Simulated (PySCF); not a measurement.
# One shape, several levels: AlCl (aluminium monochloride)

Wanted: a comparison of 6 runs (UMP2/STO-6G, CCSDT(Q)/STO-6G, CCSDT/STO-6G, QCISD(T)/STO-6G, CCSD(T)/STO-6G, UCCSD(T)/STO-6G) of AlCl (aluminium monochloride). The job is set up through a Python script.

The calculation is run with PySCF 2.14.0.

15 further runs of the same task are left out: 4 that didn't finish, 11 set aside as unsound or not needed.

### 1 The molecule

AlCl has 2 atoms, charge 0, and is taken as a singlet. SMILES: `[Al][Cl]`. The Al1–Cl2 distance was set to 3.195 Å, away from the relaxed value.

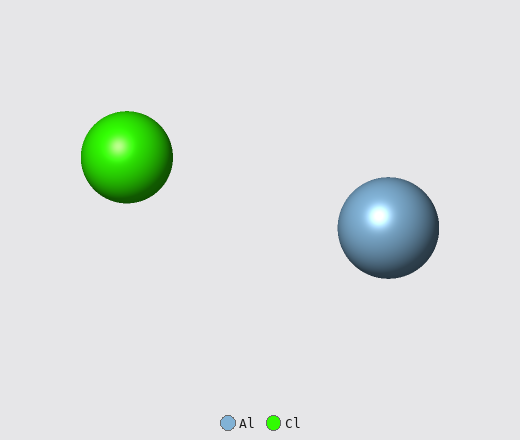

The structure, seen from a chosen angle (aluminium light blue, chlorine green).

### 2 A single-point energy at UMP2/STO-6G (run 1)

Input file calc.py:

```python
from pyscf import gto, scf, mp

molecule = gto.Mole()
molecule.atom = [
    ('Al', (0.000000, 0.000000, -1.065087)),
    ('Cl', (0.000000, 0.000000, 2.130113)),
]
molecule.verbose = 4
molecule.max_memory = 1860
molecule.charge = 0
molecule.basis = 'sto-6g'
molecule.build()

mf = scf.UHF(molecule)
mf.conv_tol = 1e-10
mf.kernel()
if not mf.converged:
    mf = mf.newton().run(mf.mo_coeff, mf.mo_occ)
for _ in range(3):
    mo, _, stable, _ = mf.stability(return_status=True)
    if stable:
        break
    mf.kernel(mf.make_rdm1(mo, mf.mo_occ))

pt = mp.MP2(mf, frozen=10).run()
energy = pt.e_tot
print('Final energy', energy)
```

Started as:

```sh
$ OMP_NUM_THREADS=1 python calc.py
```

What it wrote:

```text
PySCF version 2.14.0

[INPUT] num. atoms = 2
[INPUT] num. electrons = 30
[INPUT] charge = 0
[INPUT] spin (= nelec alpha-beta = 2S) = 0
[INPUT] symmetry False subgroup None
[INPUT] Mole.unit = angstrom
[INPUT] Symbol           X                Y                Z      unit          X                Y                Z       unit  Magmom
[INPUT]  1 Al     0.000000000000   0.000000000000  -1.065087000000 AA    0.000000000000   0.000000000000  -2.012722728835 Bohr   0.0
[INPUT]  2 Cl     0.000000000000   0.000000000000   2.130113000000 AA    0.000000000000   0.000000000000   4.025330184376 Bohr   0.0

nuclear repulsion = 36.6012029335628
number of shells = 10
number of NR pGTOs = 108
number of NR cGTOs = 18
basis = sto-6g
ecp = {}

[... 65 lines left out ...]
converged SCF energy = -698.919153781082  <S^2> = 1.7763568e-15  2S+1 = 1
[... 3 lines left out ...]
******** <class 'pyscf.mp.ump2.UMP2'> ********
nocc = (np.int64(5), np.int64(5)), nmo = (8, 8)
frozen orbitals 10
E(UMP2) = -698.942275251841  E_corr = -0.0231214707594694
E(SCS-UMP2) = -698.946763604194  E_corr = -0.0276098231119019
E_corr(same-spin) = -0.000156855922455417
E_corr(oppo-spin) = -0.022964614837014
Final energy -698.9422752518415
```

It took 0.74 s on 1 thread of Arm Neoverse V2, shared host; peak memory 0.12 GiB.

### 3 The energy at CCSDT(Q)/STO-6G (run 2)

Input file geometry.xyz:

```xyz
2
AlCl
Al     0.000000     0.000000    -1.065087
Cl     0.000000     0.000000     2.130113
```

Input file run.py:

```python
from pyscf import gto, scf, cc

mol = gto.Mole()
mol.atom = 'geometry.xyz'
mol.basis = 'sto-6g'
mol.charge = 0
mol.verbose = 3
mol.max_memory = 1860
mol.build()

mf = scf.RHF(mol)
mf.conv_tol = 1e-10
mf.kernel()
if not mf.converged:
    mf = mf.newton().run(mf.mo_coeff, mf.mo_occ)

mycc = cc.CCSDT(mf, frozen=10)
mycc.kernel()
e_bracket, e_q = mycc.ccsdt_q()
etot = mycc.e_tot + e_q
print('Final energy', etot)
```

Started as:

```sh
$ OMP_NUM_THREADS=1 python run.py
```

What it wrote:

```text
converged SCF energy = -698.919153781082
_make_eris_incore_RCCSDT

WARN: A large `blksize` is being used, which may cause large memory consumption
      for storing contraction intermediates. If memory is sufficient, consider using
      `pyscf.cc.rccsdt_highm.RCCSDT` instead.

WARN: A large `blksize_oovv` is being used, which may cause large memory consumption
      for storing contraction intermediates. If memory is sufficient, consider using
      `pyscf.cc.rccsdt_highm.RCCSDT` instead.

WARN: A large `blksize_oooo` is being used, which may cause large memory consumption
      for storing contraction intermediates. If memory is sufficient, consider using
      `pyscf.cc.rccsdt_highm.RCCSDT` instead.

RCCSDT converged
E(RCCSDT) = -698.9573921622846   E_corr = -0.03823838120215568
E_corr(same-spin) = -0.000171407489982855
E_corr(oppo-spin) = -0.0380669737121728
_make_eris_incore_RCCSDT
Final energy -698.9573962215753
```

Run time: 0.88 s. Hardware: 1 thread of Arm Neoverse V2, shared host; peak memory 0.1 GiB.

Run 3 isn't shown in full; the table further down has it.

### 4 A single-point energy at QCISD(T)/STO-6G (run 4)

Input file input.xyz:

```xyz
2
AlCl
Al     0.000000     0.000000    -1.065087
Cl     0.000000     0.000000     2.130113
```

Input file run.py:

```python
from pyscf import gto, scf, cc

molecule = gto.M(
    atom='input.xyz',
    charge=0,
    max_memory=1860,
    verbose=3,
    basis='sto-6g',
)

myscf = scf.RHF(molecule)
myscf.conv_tol = 1e-10
myscf.kernel()
if not myscf.converged:
    myscf = myscf.newton().run(myscf.mo_coeff, myscf.mo_occ)

mycc = cc.QCISD(myscf, frozen=10)
mycc.kernel()
e_t = mycc.qcisd_t()
e_final = mycc.e_tot + e_t
print('E(%s) = %.9f' % ('QCISD(T)', e_final))
```

Started as:

```sh
$ OMP_NUM_THREADS=1 python run.py
```

What it wrote:

```text
converged SCF energy = -698.919153781082
E(QCISD) = -698.9573298431295  E_corr = -0.03817606204706967
QCISD(T) correction = -0.00010238627279033
E(QCISD(T)) = -698.957432229
```

It took 0.66 s on 1 thread of Arm Neoverse V2, shared host; peak memory 0.1 GiB.

Run 5 isn't shown in full; the table further down has it.

### 5 A single-point energy at UCCSD(T)/STO-6G (run 6)

Input file mol.xyz:

```xyz
2
AlCl
Al     0.000000     0.000000    -1.065087
Cl     0.000000     0.000000     2.130113
```

Input file input.py:

```python
from pyscf import gto, scf, cc

molecule = gto.M(
    atom='mol.xyz',
    charge=0,
    max_memory=1860,
    basis='sto-6g',
    verbose=3,
    spin=0,
)

hf = scf.UHF(molecule)
hf.conv_tol = 1e-10
hf.kernel()
if not hf.converged:
    hf = hf.newton().run(hf.mo_coeff, hf.mo_occ)
for _ in range(3):
    mo, _, stable, _ = hf.stability(return_status=True)
    if stable:
        break
    hf.kernel(hf.make_rdm1(mo, hf.mo_occ))

mycc = cc.CCSD(hf, frozen=10)
mycc.kernel()
e_t = mycc.ccsd_t()
energy = mycc.e_tot + e_t
print('Final energy', energy)
```

Started as:

```sh
$ OMP_NUM_THREADS=1 python input.py
```

What it wrote:

```text
converged SCF energy = -698.919153781082  <S^2> = 1.7763568e-15  2S+1 = 1
<class 'pyscf.scf.uhf.UHF'> wavefunction is stable in the internal stability analysis
E(UCCSD) = -698.9573148712585  E_corr = -0.03816109017658483
UCCSD(T) correction = -0.000111409410969016
Final energy -698.9574262806694
```

It took 0.8 s on 1 thread of Arm Neoverse V2, shared host; peak memory 0.12 GiB.

### 6 Overview of the runs

| run | level | follow instability | energy (Eh) | dipole moment (D) of the reference | HOMO energy (eV) | LUMO energy (eV) | wall time |
| --- | --- | --- | --- | --- | --- | --- | --- |
| 1 | UMP2/STO-6G | yes | -698.942275 | 12.49 | -4.23 | 5.86 | 0.74 s |
| 2 | CCSDT(Q)/STO-6G | – | -698.957396 | 12.49 | -4.23 | 5.86 | 0.88 s |
| 3 | CCSDT/STO-6G | – | -698.957392 | 12.49 | -4.23 | 5.86 | 0.82 s |
| 4 | QCISD(T)/STO-6G | – | -698.957432 | 12.49 | -4.23 | 5.86 | 0.66 s |
| 5 | CCSD(T)/STO-6G | – | -698.957426 | 12.49 | -4.23 | 5.86 | 0.68 s |
| 6 | UCCSD(T)/STO-6G | yes | -698.957426 | 12.49 | -4.23 | 5.86 | 0.8 s |

### 7 What came out

```
                                           quantity          value
                                run 6: total energy  -698.95743 Eh
        run 6: dipole moment (Hartree–Fock density)        12.49 D
         run 6: HOMO energy (Hartree–Fock orbitals)       -4.23 eV
         run 6: LUMO energy (Hartree–Fock orbitals)        5.86 eV
       run 6: HOMO–LUMO gap (Hartree–Fock orbitals)       10.09 eV
run 6: correlation energy (10 core orbitals frozen)      -38.3 mEh
                              run 6: (T) correction      -0.11 mEh
                               run 6: T1 diagnostic          0.007
```

**Reading.** In runs 1, 2, 3, 4, 5, 6 the basis is minimal, so the values are rough. All runs together took 4.6 s, the longest 0.88 s.
